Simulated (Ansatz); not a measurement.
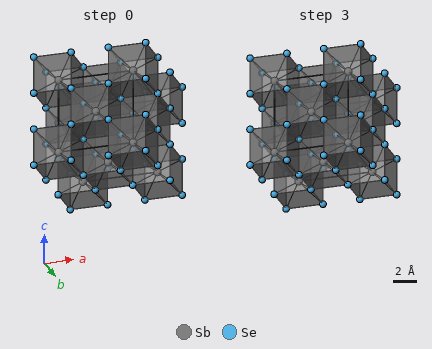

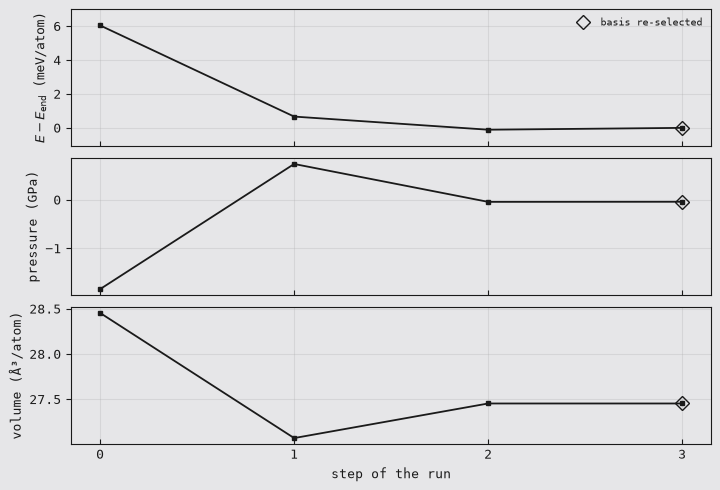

First and last geometry of a relaxation of a crystal of SbSe₂ (a generated structure, set up in Fm-3m) (coarse preliminary run), with the history of the run. A polyhedral model of the conventional cell (4 times the calculation's cell), seen from a free direction. Lengths and directions refer to the drawn axes.

Method: Ansatz, DFT PBE, scalar-relativistic, plane waves, PAW. Settings: plane-wave cutoff 420 eV; k-point mesh 4 × 4 × 4; occupations gaussian; smearing width 0.1 eV; no spin polarisation; cell and atoms relaxed; force threshold 0.04 eV/Å; at most 70 steps.

Q: Read the history and describe the run.

A: It converged. The atoms keep their places relative to the cell (all moves are under 0.005 Å). The drawn cell changes as follows: a = b = c 6.989 → 6.907 Å (−1.2 %); the volume changes by −3.5 %. Among the contacts that change: Sb–Se 3.027 → 2.991 Å. The space group stays Fm-3m (No. 225). The energy falls by 6.0 meV per atom in 2 accepted moves (3 points after the start). All forces vanish by symmetry, so only the cell relaxes. The pressure goes from −1.84 to −0.04 GPa. At 1 point the geometry stayed and the basis and grid were re-selected for the new cell (energy shift of 0.1 meV per atom at most each time). Cost: 7 s on 1 thread of Arm Neoverse V1 (shared host), peak memory 0.34 GiB.
